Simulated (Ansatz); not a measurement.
# What a change does: single-point calculation on CH₆BClGe

System: CH₆BClGe.
Method of run 1: RKS PBE0-D4/def2-TZVP (Ansatz 0.2.0).

Text and figures count atoms from 1; the logs count them from 0 in places.

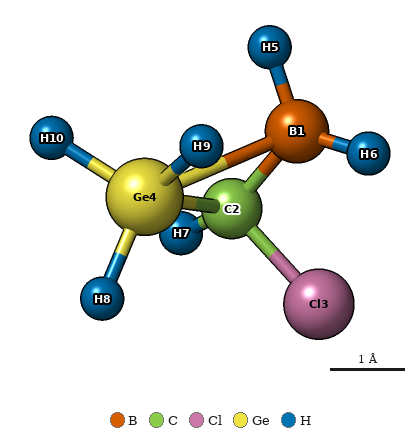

Figure 1. The structure (ball-and-stick view, seen at a tilt; atoms are numbered from 1 in the order of the input). Sticks mark near contacts. Bond lengths as drawn: B–C 1.52 Å, B–Ge 2.45 Å, B–H 1.19 to 1.20 Å, C–Cl 1.78 Å, C–Ge 2.02 Å, C–H 1.09 Å and Ge–H 1.53 to 1.54 Å.

**The input, run 1**
```yaml
crystal:
  periodic: [false, false, false]
  atoms:
    - { symbol: B, position_ang: [0.234814, 1.27024, 0.376206] }
    - { symbol: C, position_ang: [0.84161, 0.056215, -0.307508] }
    - { symbol: Cl, position_ang: [2.177135, -0.027825, 0.867228] }
    - { symbol: Ge, position_ang: [-0.710718, -0.988691, 0.451866] }
    - { symbol: H, position_ang: [-0.716762, 1.779002, -0.144973] }
    - { symbol: H, position_ang: [0.613566, 1.642163, 1.444662] }
    - { symbol: H, position_ang: [1.119803, -0.513813, -1.194592] }
    - { symbol: H, position_ang: [-0.231096, -2.390985, 0.837296] }
    - { symbol: H, position_ang: [-1.374408, -0.189842, 1.580638] }
    - { symbol: H, position_ang: [-1.723255, -1.287132, -0.663078] }
basis:
  gaussian: { orbitals: def2-TZVP }
hamiltonian:
  xc: pbe0
  dispersion: d4
output:
  forces: true
```

Command:
```bash
ansatz run input.yaml --threads 1 --pin off --max-ram 2560MiB --backend cpu --events-out ev --progress --plain --runs-dir out
```

Hardware: 1 thread of Arm Neoverse V2, 112 GiB of memory available, shared host.

**Output (run 1)**
```
Engine: ansatz 0.2.0, aarch64-unknown-linux-gnu
Functional definition: PBE0
  parameter a = 0.25
  parameter kappa = 0.804
  parameter beta = 0.06672455060314922
  exchange = (1 - a)*pbe_x(kappa = kappa, mu = beta*pi^2/3) + a*exact_x
  correlation = pbe_c(beta = beta)
1282 factors; their error is unknown
mean field evaluation 1: about -70832.7929 eV, gradient 4.4e1 eV
mean field evaluation 2: about -70828.8559 eV, gradient 5.8e1 eV
mean field evaluation 4: about -70836.9814 eV, gradient 2.7e0 eV
mean field evaluation 8: about -70836.9984 eV, gradient 3.2e-2 eV
mean field evaluation 16: about -70837.2985 eV, gradient 9.0e-5 eV
mean field -70837.29850409 eV, -2603.2227047798 hartree, gradient 1.9e-5 eV, S^2 0.000000; 0 other end points of the search recorded, 0 dependent functions left out
the calculation of the forces begins
reference -70837.29853693 eV, -2603.2227059866 hartree; 33, 33 occupied and 150, 150 virtual orbitals, 1282 factors
Total energy: -70837.49442667 eV, -2603.2299048018 hartree
Atom 0 at     0.234814     1.270240     0.376206 Å, force    -1.863320     1.155564    -1.904024 eV/Å
Atom 1 at     0.841610     0.056215    -0.307508 Å, force     0.603153     0.019390     2.009556 eV/Å
Atom 2 at     2.177135    -0.027825     0.867228 Å, force     2.396417    -2.029046     0.172013 eV/Å
Atom 3 at    -0.710718    -0.988691     0.451866 Å, force    -0.485757    -0.756969    -0.146447 eV/Å
Atom 4 at    -0.716762     1.779002    -0.144973 Å, force    -0.196117     0.251570     0.015449 eV/Å
Atom 5 at     0.613566     1.642163     1.444662 Å, force    -0.330327     0.056144    -0.204456 eV/Å
Atom 6 at     1.119803    -0.513813    -1.194592 Å, force    -0.345495     0.933050    -0.284205 eV/Å
Atom 7 at    -0.231096    -2.390985     0.837296 Å, force     0.246084     0.146323     0.346303 eV/Å
Atom 8 at    -1.374408    -0.189842     1.580638 Å, force     0.033492    -0.115951     0.110624 eV/Å
Atom 9 at    -1.723255    -1.287132    -0.663078 Å, force    -0.058130     0.339925    -0.114812 eV/Å
Dipole moment:    -0.251039    -0.219029    -0.180623 e Å
```

The input of run 2 differs as follows (lines with − go, lines with + come):
```diff
-    - { symbol: B, position_ang: [0.234814, 1.27024, 0.376206] }
+    - { symbol: B, position_ang: [0.159991, 1.396827, -0.52586] }
-    - { symbol: H, position_ang: [-0.716762, 1.779002, -0.144973] }
-    - { symbol: H, position_ang: [0.613566, 1.642163, 1.444662] }
+    - { symbol: H, position_ang: [-0.586484, 1.491011, -1.458528] }
+    - { symbol: H, position_ang: [0.27088, 2.290884, 0.256281] }
-    - { symbol: H, position_ang: [-0.231096, -2.390985, 0.837296] }
+    - { symbol: H, position_ang: [-0.091593, -2.278652, 0.997491] }
```

How does run 2 compare with run 1?

On the same kind of shared host run 2 took about 140 times as long.

**Output (run 2)**
```
Engine: ansatz 0.2.0, aarch64-unknown-linux-gnu
Functional definition: PBE0
  parameter a = 0.25
  parameter kappa = 0.804
  parameter beta = 0.06672455060314922
  exchange = (1 - a)*pbe_x(kappa = kappa, mu = beta*pi^2/3) + a*exact_x
  correlation = pbe_c(beta = beta)
1282 factors; their error is unknown
mean field evaluation 1: about -70834.0153 eV, gradient 4.4e1 eV
mean field evaluation 2: about -70830.3320 eV, gradient 5.7e1 eV
mean field evaluation 4: about -70838.2122 eV, gradient 2.3e0 eV
mean field evaluation 8: about -70838.2213 eV, gradient 2.8e-2 eV
mean field evaluation 16: about -70838.5216 eV, gradient 3.0e-5 eV
mean field -70838.52161927 eV, -2603.2676534338 hartree, gradient 3.0e-5 eV, S^2 0.000000; 0 other end points of the search recorded, 0 dependent functions left out
the calculation of the forces begins
reference -70838.52165311 eV, -2603.2676546771 hartree; 33, 33 occupied and 150, 150 virtual orbitals, 1282 factors
Total energy: -70838.71414625 eV, -2603.2747286696 hartree
Atom 0 at     0.159991     1.396827    -0.525860 Å, force    -0.001258     0.000086    -0.002203 eV/Å
Atom 1 at     0.841610     0.056215    -0.307508 Å, force     0.000755    -0.001168    -0.000187 eV/Å
Atom 2 at     2.177135    -0.027825     0.867228 Å, force     0.001350     0.000257     0.001241 eV/Å
Atom 3 at    -0.710718    -0.988691     0.451866 Å, force    -0.000151    -0.001578     0.000358 eV/Å
Atom 4 at    -0.586484     1.491011    -1.458528 Å, force     0.000014     0.000677     0.000778 eV/Å
Atom 5 at     0.270880     2.290884     0.256281 Å, force     0.000160    -0.001290     0.000126 eV/Å
Atom 6 at     1.119803    -0.513813    -1.194592 Å, force    -0.001025     0.001560     0.000377 eV/Å
Atom 7 at    -0.091593    -2.278652     0.997491 Å, force    -0.000118     0.000019     0.000294 eV/Å
Atom 8 at    -1.374408    -0.189842     1.580638 Å, force     0.000361     0.001111     0.000078 eV/Å
Atom 9 at    -1.723255    -1.287132    -0.663078 Å, force    -0.000086     0.000325    -0.000861 eV/Å
Dipole moment:    -0.245187    -0.186046    -0.179718 e Å
```

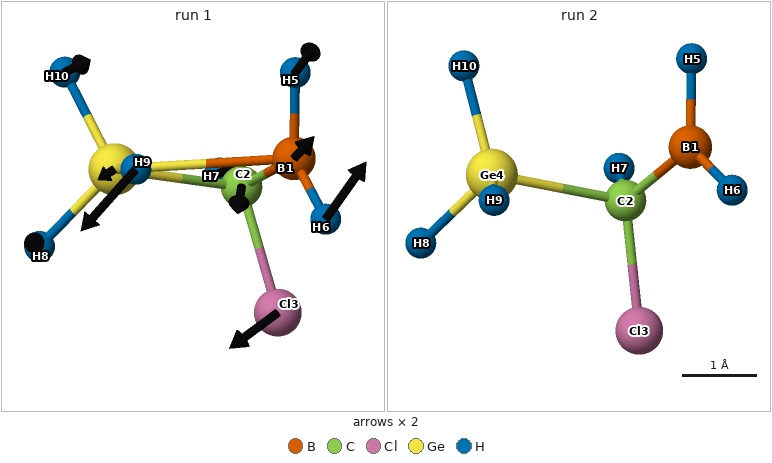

Figure 2. The two input geometries at one scale (ball-and-stick view, seen at a tilt). The black arrows on the first give the shifts of the atoms after the best rigid fit, magnified 2 times. H9 moves most after the best rigid fit: 0.56 Å. Largest moves by element: H 0.56 Å, Cl 0.42 Å, C 0.29 Å, B 0.22 Å, Ge 0.14 Å. Among the contacts that change: B1–Ge4 2.450 → 2.721 Å.

**The two runs side by side**

| quantity | run 1 | run 2 |
| --- | --- | --- |
| outcome | converged | converged |
| total energy (hartree) | −2603.229905 | – |
| largest force (eV/Å) | 3.145 | – |
| basis functions | 183 | – |
| wall time (shared host) | 12 s | 28 min |
